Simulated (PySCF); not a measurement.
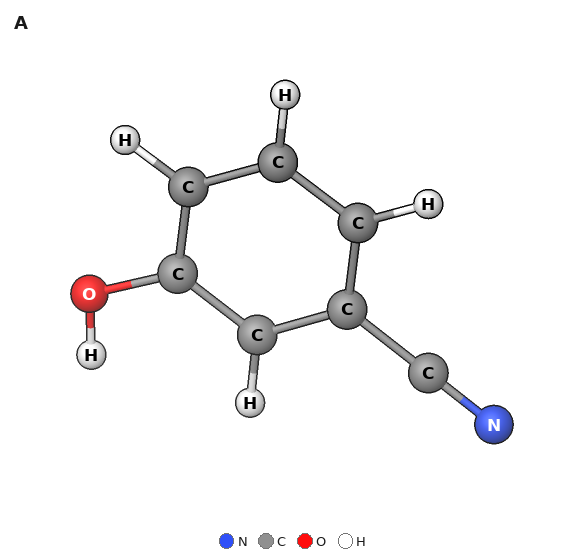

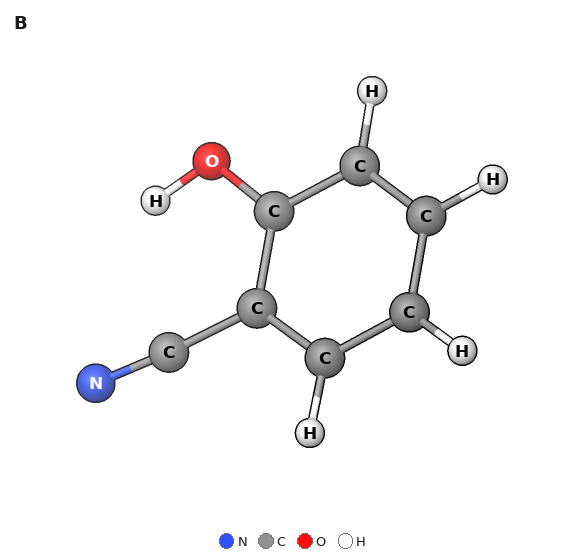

2 stationary structures of one formula. Geometries: PBE0-D3(BJ)/def2-SVP. Electronic energies: PBE0-D3(BJ)/def2-SVP (PySCF 2.14.0), without zero-point energy. No frequency run is at hand to confirm each as a minimum.

### Are they conformers, stereoisomers or constitutional isomers?

They are constitutional isomers of C7H5NO: A `N#Cc1cccc(O)c1`, B `N#Cc1ccccc1O`.

### Rank them by energy, lowest first.

B is lowest; A lies 0.124 eV above it.
